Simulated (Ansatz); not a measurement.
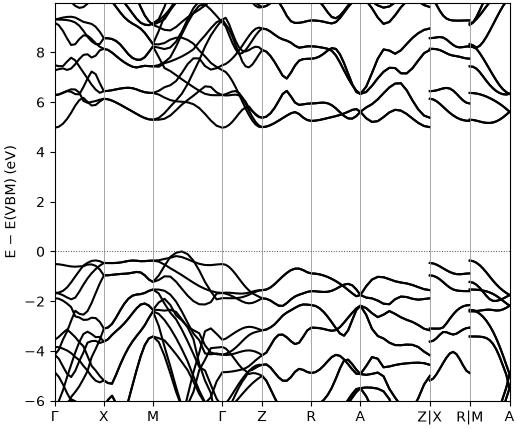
*Band structure from PBE in the plane-wave PAW code Ansatz*

Task: Read off the gap and where the band edges lie.

Result: About 5.0 eV (4.97 eV by a search for the band edges); maximum on the M–Γ line, 40 % of the way from M, minimum at Γ.

Task: Pick the material that matches.
A. ZnF2, rutile
B. MgH2, rutile
C. HfO2, P4_2/nmc (Hf on 2a, O on 4d)
D. C, P4_12_12 (C on 4a, C on 8b)

Result: D, C, P4_12_12 (C on 4a, C on 8b)

The start of the workflow was typed in or built on a structure type; neither database checked (COD, Materials Project) lists it. It is not the phase usual at ambient conditions (space group No. 194, 227). The PBE relaxation kept the symmetry of its start; whether a distortion lowers the energy is not shown. The volume moved by 26 % from the start of the relaxation.

Potentials: the later of the program's two PAW sets.
